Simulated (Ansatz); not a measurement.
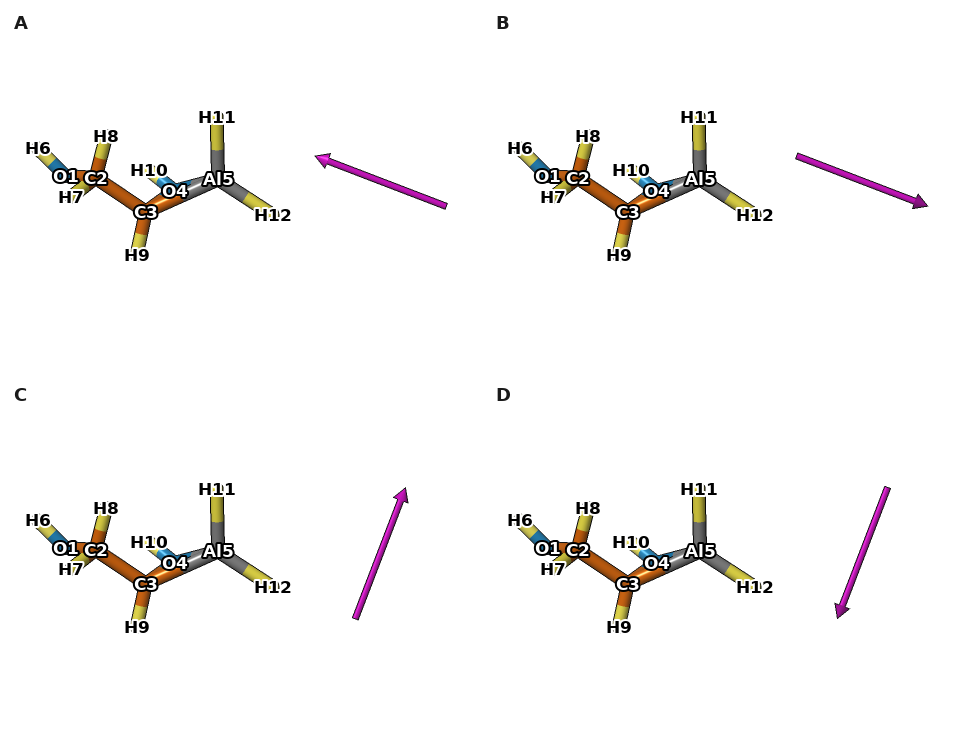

The same molecule four times, each with an arrow. The computed structure is the end point of a PBE0-D4/def2-TZVP optimisation. No frequency run is at hand to confirm it as a minimum. Properties computed with RKS B3LYP-D4/def2-TZVPP (Ansatz 0.2.0).

Question: Which arrow points along the dipole moment, from the negative to the positive end?

Answer: A. The dipole moment is 3.05 D; it points from the side of H12 to the side of H6 (the outermost atoms at the two ends).
